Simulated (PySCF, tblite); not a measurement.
# C4H9NO2S: dynamics, then NMR shifts on frames, part 2 of 2

tblite 0.8.0 and PySCF 2.14.0. Atoms count from 0.

### 5 NMR shieldings: 625 fs, PBE0/pcSseg-1

What the job is given:

```
{"job": {"kind": "nmr", "xc": "PBE0", "basis": "pcSseg-1", "pop": false}, "charge": 0, "multiplicity": 1}
C      1.708800     0.657800     2.371400
N      1.338700     0.653200     1.155600
C      0.196800     1.367100     0.723000
C     -0.380500     0.482600    -0.409200
S     -1.451800    -0.696300     0.570500
C     -3.120100     0.036300     0.626900
O     -1.435100    -1.987300    -0.097000
O     -0.956500    -0.658900     1.944900
H      2.664700     0.197200     2.656900
H      1.055900     1.100700     3.111500
H     -0.681100     1.491400     1.472300
H      0.549200     2.367800     0.475000
H     -1.093300     0.973800    -1.170900
H      0.421100    -0.053100    -0.834300
H     -3.770100    -0.435900    -0.015900
H     -2.963100     0.972900     0.200900
H     -3.398000    -0.058800     1.683800
```

With the program's defaults for keys left out, this is: GIAO PBE0/pcSseg-1 NMR shielding, non-relativistic, gas phase.

The program printed:

```text
coarse grid: 14784 points
cycle   1  E = -760.1672095129  dE =  1.639e+00  |g| = 1.167e+00  |ddm| = 3.796e+00
cycle   2  E = -759.4144848884  dE =  7.527e-01  |g| = 2.312e+00  |ddm| = 3.040e+00
cycle   3  E = -760.4154867083  dE = -1.001e+00  |g| = 1.852e-01  |ddm| = 2.255e+00
cycle   4  E = -760.4220675370  dE = -6.581e-03  |g| = 9.481e-02  |ddm| = 2.344e-01
cycle   5  E = -760.4238662609  dE = -1.799e-03  |g| = 3.977e-02  |ddm| = 8.605e-02
cycle   6  E = -760.4241979148  dE = -3.317e-04  |g| = 7.856e-03  |ddm| = 2.984e-02
cycle   7  E = -760.4242111546  dE = -1.324e-05  |g| = 1.996e-03  |ddm| = 7.404e-03
cycle   8  E = -760.4242120203  dE = -8.656e-07  |g| = 3.899e-04  |ddm| = 2.231e-03
final grid: 138336 points
cycle   9  E = -760.4941277259  dE = -3.164e-05  |g| = 1.134e-02  |ddm| = 3.021e-02
cycle  10  E = -760.4940911254  dE =  3.660e-05  |g| = 1.754e-02  |ddm| = 2.353e-02
cycle  11  E = -760.4941539229  dE = -6.280e-05  |g| = 2.774e-03  |ddm| = 1.556e-02
cycle  12  E = -760.4941554471  dE = -1.524e-06  |g| = 2.809e-04  |ddm| = 2.091e-03
cycle  13  E = -760.4941554546  dE = -7.465e-09  |g| = 2.241e-04  |ddm| = 3.846e-04
cycle  14  E = -760.4941554651  dE = -1.050e-08  |g| = 4.549e-05  |ddm| = 1.830e-04
cycle  15  E = -760.4941554655  dE = -4.468e-10  |g| = 1.142e-05  |ddm| = 4.242e-05
converged SCF energy = -760.4941554655

GIAO shielding tensors (ppm)
atom      isotropic    diamagn.    paramagn.     s11        s22        s33       span
  0 C       17.881     254.906    -237.024    -96.196     28.943    120.897    217.094
  1 N     -153.953     329.957    -483.910   -538.749   -148.398    225.290    764.039
  2 C      124.842     251.656    -126.814    105.543    120.283    148.701     43.158
  3 C      111.860     255.263    -143.404     84.536    108.729    142.314     57.778
  4 S      172.995    1053.345    -880.350      1.631    173.754    343.599    341.968
  5 C      137.187     258.662    -121.475     93.956    120.741    196.864    102.908
  6 O       90.115     400.124    -310.010     40.233     76.519    153.592    113.359
  7 O       81.980     403.794    -321.815     12.989     86.173    146.778    133.788
  8 H       23.442      29.571      -6.129     21.720     23.450     25.157      3.436
  9 H       23.877      30.697      -6.820     18.674     24.440     28.517      9.843
 10 H       26.484      32.969      -6.485     23.038     27.503     28.910      5.872
 11 H       27.651      30.804      -3.153     23.694     26.377     32.881      9.187
 12 H       27.136      31.193      -4.056     24.893     26.654     29.861      4.968
 13 H       28.315      33.607      -5.292     25.800     26.981     32.165      6.365
 14 H       30.113      30.312      -0.200     27.020     28.200     35.119      8.099
 15 H       29.785      33.687      -3.902     27.081     29.086     33.187      6.107
 16 H       28.315      27.669       0.646     24.611     27.668     32.668      8.057
```

Wall time 21 s (1 thread of AMD EPYC 9R14, shared host); peak memory 0.84 GiB.

Key values: δ C0 169.0, C3 75.1, C2 62.1, C5 49.7, H8 8.27, H9 7.84 ppm.

### 6 Shielding tensors: 800 fs, PBE0/pcSseg-1

What the job is given:

```
{"job": {"kind": "nmr", "xc": "PBE0", "basis": "pcSseg-1", "pop": false}, "charge": 0, "multiplicity": 1}
C      1.075800     0.960900     2.843700
N      1.074200     0.935800     1.580600
C      0.051300     1.548200     0.809300
C     -0.471900     0.447600    -0.183200
S     -1.444400    -0.818900     0.754800
C     -3.088000     0.033900     1.079100
O     -1.722700    -1.905100    -0.227100
O     -0.875200    -1.202800     2.012700
H      1.966000     0.594700     3.383400
H      0.276900     1.387000     3.487600
H     -0.779100     1.979900     1.311900
H      0.529000     2.300700     0.108600
H     -1.268000     0.819500    -0.818400
H      0.312000    -0.039100    -0.802700
H     -3.541800    -0.690600     1.686700
H     -3.523400     0.131500     0.114700
H     -2.914500     0.935100     1.583400
```

Level: GIAO PBE0/pcSseg-1 NMR shielding, non-relativistic, gas phase.

The program printed:

```text
coarse grid: 14784 points
cycle   1  E = -760.1877549785  dE =  1.528e+00  |g| = 1.161e+00  |ddm| = 3.777e+00
cycle   2  E = -759.4303595146  dE =  7.574e-01  |g| = 2.313e+00  |ddm| = 3.076e+00
cycle   3  E = -760.4331922802  dE = -1.003e+00  |g| = 1.953e-01  |ddm| = 2.287e+00
cycle   4  E = -760.4400121639  dE = -6.820e-03  |g| = 1.103e-01  |ddm| = 2.477e-01
cycle   5  E = -760.4423016536  dE = -2.289e-03  |g| = 4.517e-02  |ddm| = 9.981e-02
cycle   6  E = -760.4427139971  dE = -4.123e-04  |g| = 7.451e-03  |ddm| = 3.500e-02
cycle   7  E = -760.4427251174  dE = -1.112e-05  |g| = 2.220e-03  |ddm| = 7.870e-03
cycle   8  E = -760.4427261020  dE = -9.846e-07  |g| = 7.670e-04  |ddm| = 2.485e-03
final grid: 138336 points
cycle   9  E = -760.5123643716  dE = -2.764e-05  |g| = 1.168e-02  |ddm| = 2.667e-02
cycle  10  E = -760.5123243796  dE =  3.999e-05  |g| = 1.816e-02  |ddm| = 2.419e-02
cycle  11  E = -760.5123925338  dE = -6.815e-05  |g| = 2.866e-03  |ddm| = 1.630e-02
cycle  12  E = -760.5123941328  dE = -1.599e-06  |g| = 2.920e-04  |ddm| = 2.178e-03
cycle  13  E = -760.5123941437  dE = -1.090e-08  |g| = 2.130e-04  |ddm| = 4.226e-04
cycle  14  E = -760.5123941529  dE = -9.195e-09  |g| = 5.023e-05  |ddm| = 1.892e-04
cycle  15  E = -760.5123941534  dE = -5.068e-10  |g| = 1.299e-05  |ddm| = 4.796e-05
converged SCF energy = -760.5123941534

GIAO shielding tensors (ppm)
atom      isotropic    diamagn.    paramagn.     s11        s22        s33       span
  0 C       22.090     251.702    -229.612    -80.343     27.850    118.762    199.105
  1 N     -124.924     328.969    -453.893   -498.229   -134.560    258.017    756.247
  2 C      127.497     251.304    -123.807    110.159    114.693    157.637     47.478
  3 C      118.506     256.817    -138.311     93.767    107.661    154.090     60.322
  4 S      170.144    1053.161    -883.018     15.247    162.177    333.007    317.760
  5 C      134.349     258.493    -124.144     96.054    116.216    190.776     94.721
  6 O       59.311     401.134    -341.823      9.086     38.649    130.199    121.114
  7 O      100.477     402.146    -301.669     29.402    107.337    164.692    135.290
  8 H       23.726      28.665      -4.939     22.325     23.446     25.408      3.083
  9 H       23.648      29.046      -5.397     20.204     23.840     26.901      6.697
 10 H       28.932      34.367      -5.435     25.563     29.748     31.485      5.922
 11 H       26.522      29.509      -2.986     23.090     24.536     31.941      8.850
 12 H       29.045      34.954      -5.909     26.981     29.222     30.933      3.952
 13 H       27.261      32.980      -5.718     24.265     26.422     31.097      6.832
 14 H       29.803      28.325       1.478     27.639     28.211     33.558      5.919
 15 H       29.749      31.144      -1.396     26.955     28.017     34.275      7.321
 16 H       29.573      32.926      -3.353     26.425     29.063     33.231      6.807
```

Run time: 19 s. Hardware: 1 thread of AMD EPYC 9R14, shared host; peak memory 0.84 GiB.

Key values: δ C0 164.8, C3 68.4, C2 59.4, C5 52.6, H9 8.07, H8 7.99 ppm.

### 7 NMR shieldings: 1000 fs, PBE0/pcSseg-1

What the job is given:

```
{"job": {"kind": "nmr", "xc": "PBE0", "basis": "pcSseg-1", "pop": false}, "charge": 0, "multiplicity": 1}
C      0.646800     1.464000     2.910200
N      0.721400     1.452400     1.672600
C     -0.428500     1.753400     0.764600
C     -0.740800     0.624000    -0.124600
S     -1.588600    -0.679900     0.847300
C     -3.195200     0.181600     1.271500
O     -1.876800    -1.787300    -0.005300
O     -1.085600    -0.913200     2.132700
H      1.602800     1.168200     3.364900
H     -0.221400     1.623500     3.527000
H     -1.345100     2.007900     1.312200
H     -0.074700     2.542800     0.170600
H     -1.408700     0.898900    -0.947400
H      0.182900     0.065400    -0.454600
H     -3.840200    -0.515900     1.720700
H     -3.770900     0.593400     0.455000
H     -2.965200     1.027900     1.989000
```

Method: GIAO PBE0/pcSseg-1 NMR shielding, non-relativistic, gas phase.

The program printed:

```text
coarse grid: 14784 points
cycle   1  E = -760.1943214533  dE =  1.771e+00  |g| = 1.136e+00  |ddm| = 3.825e+00
cycle   2  E = -759.6420430776  dE =  5.523e-01  |g| = 2.074e+00  |ddm| = 2.708e+00
cycle   3  E = -760.4236867923  dE = -7.816e-01  |g| = 1.804e-01  |ddm| = 1.937e+00
cycle   4  E = -760.4303743282  dE = -6.688e-03  |g| = 7.806e-02  |ddm| = 2.119e-01
cycle   5  E = -760.4316430277  dE = -1.269e-03  |g| = 2.940e-02  |ddm| = 6.885e-02
cycle   6  E = -760.4318158432  dE = -1.728e-04  |g| = 7.147e-03  |ddm| = 2.325e-02
cycle   7  E = -760.4318262077  dE = -1.036e-05  |g| = 1.762e-03  |ddm| = 6.708e-03
cycle   8  E = -760.4318268869  dE = -6.792e-07  |g| = 2.805e-04  |ddm| = 1.927e-03
final grid: 138336 points
cycle   9  E = -760.5013232420  dE = -2.748e-05  |g| = 1.169e-02  |ddm| = 2.640e-02
cycle  10  E = -760.5012856182  dE =  3.762e-05  |g| = 1.789e-02  |ddm| = 2.404e-02
cycle  11  E = -760.5013516388  dE = -6.602e-05  |g| = 2.540e-03  |ddm| = 1.554e-02
cycle  12  E = -760.5013529001  dE = -1.261e-06  |g| = 2.577e-04  |ddm| = 1.927e-03
cycle  13  E = -760.5013529091  dE = -9.073e-09  |g| = 1.786e-04  |ddm| = 3.646e-04
cycle  14  E = -760.5013529157  dE = -6.592e-09  |g| = 4.499e-05  |ddm| = 1.585e-04
cycle  15  E = -760.5013529161  dE = -4.206e-10  |g| = 1.176e-05  |ddm| = 3.798e-05
converged SCF energy = -760.5013529161

GIAO shielding tensors (ppm)
atom      isotropic    diamagn.    paramagn.     s11        s22        s33       span
  0 C       26.236     255.096    -228.860    -74.871     32.210    121.370    196.242
  1 N     -133.968     332.210    -466.178   -482.342   -152.027    232.465    714.806
  2 C      129.089     249.995    -120.906    109.787    114.358    163.121     53.335
  3 C      122.313     257.747    -135.434    101.163    110.672    155.105     53.942
  4 S      212.704    1051.733    -839.029     70.574    179.380    388.159    317.586
  5 C      141.050     252.747    -111.697    104.026    130.783    188.342     84.317
  6 O      106.350     400.734    -294.384     42.333     97.570    179.148    136.815
  7 O      117.842     403.428    -285.587     45.174    113.408    194.943    149.770
  8 H       23.730      29.411      -5.682     21.334     22.901     26.953      5.619
  9 H       23.918      30.433      -6.515     20.471     24.407     26.874      6.402
 10 H       28.383      33.618      -5.235     24.647     30.084     30.418      5.771
 11 H       28.329      31.454      -3.126     24.765     26.914     33.306      8.541
 12 H       28.354      33.488      -5.134     25.529     27.834     31.700      6.171
 13 H       27.609      33.457      -5.848     24.855     26.733     31.238      6.383
 14 H       29.787      27.481       2.306     27.270     28.001     34.090      6.819
 15 H       30.003      30.160      -0.157     26.923     27.297     35.787      8.864
 16 H       27.881      29.393      -1.512     24.117     28.041     31.485      7.369
```

Run time: 19 s. Hardware: 1 thread of AMD EPYC 9R14, shared host; peak memory 0.84 GiB.

This run: δ C0 160.7, C3 64.6, C2 57.8, C5 45.9, H8 7.99, H9 7.80 ppm.

### 8 Side by side: NMR shifts

Shifts (ppm) of some atoms, chosen among heavy atoms and hydrogens apart, with basis size and wall time:

| frame | C5 | H11 | H10 | N1 | S4 | O6 | O7 | functions | time |
| --- | --- | --- | --- | --- | --- | --- | --- | --- | --- |
| 250 fs | 41.9 | 4.75 | 3.79 | 399.9 | 315 | 250.2 | 229.4 | 188 | 19 s |
| 425 fs | 45.2 | 5.44 | 4.41 | 413.7 | 295 | 233.3 | 220.3 | 188 | 23 s |
| 625 fs | 49.7 | 4.07 | 5.23 | 421.7 | 331 | 246.0 | 254.1 | 188 | 21 s |
| 800 fs | 52.6 | 5.19 | 2.78 | 392.7 | 334 | 276.8 | 235.6 | 188 | 19 s |
| 1000 fs | 45.9 | 3.39 | 3.33 | 401.7 | 291 | 229.7 | 218.2 | 188 | 19 s |

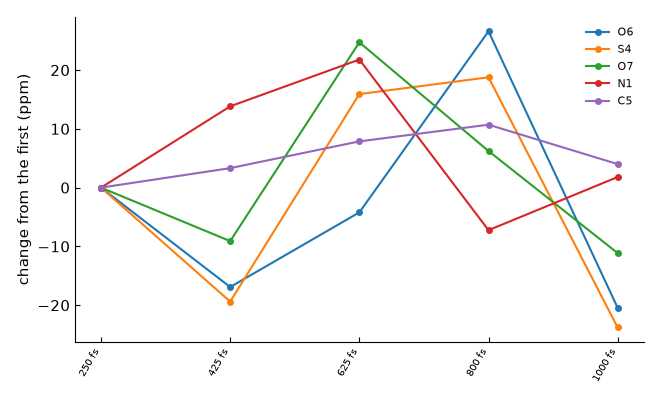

How five of the tabulated atoms move from run to run.

### 9 Summary of results

This closing draws on all 2 parts.

| quantity | value |
| --- | --- |
| thermostat | 300 K |
| mean temperature, second half | 317 K |
| mean potential energy above the minimum | 0.62 eV |
| 13C shifts against TMS (PBE0/pcSseg-1, 250 fs) | 159.2, 67.7, 66.7, 41.9 ppm |
| 1H shifts against TMS (PBE0/pcSseg-1, 250 fs) | 7.68, 6.82, 4.75, 3.79, 3.39, 2.91, 2.33, 2.24, 2.20 ppm |
| 15N shifts against NH3 (PBE0/pcSseg-1, 250 fs) | 399.9 ppm |
| 33S shifts against CS2 (PBE0/pcSseg-1, 250 fs) | 315 ppm |
| 17O shifts against H2O (PBE0/pcSseg-1, 250 fs) | 250.2, 229.4 ppm |
| range of the shift of O6 | 229.7 to 276.8 ppm |

What this shows: In the second half the potential energy averages 0.62 eV above the minimum; equipartition over 45 harmonic modes at 300 K would give 0.58 eV. With 17 atoms the temperature swings widely (194 to 427 K). Shifts at one fixed geometry are not the observed spectrum, which averages over the motion. In the first frame run (250 fs): The widest tensor belongs to N1: span 748 ppm, with a paramagnetic part of -461 ppm. Across the 5 runs the shift of O6 moves most, between 229.7 (1000 fs) and 276.8 ppm (800 fs).
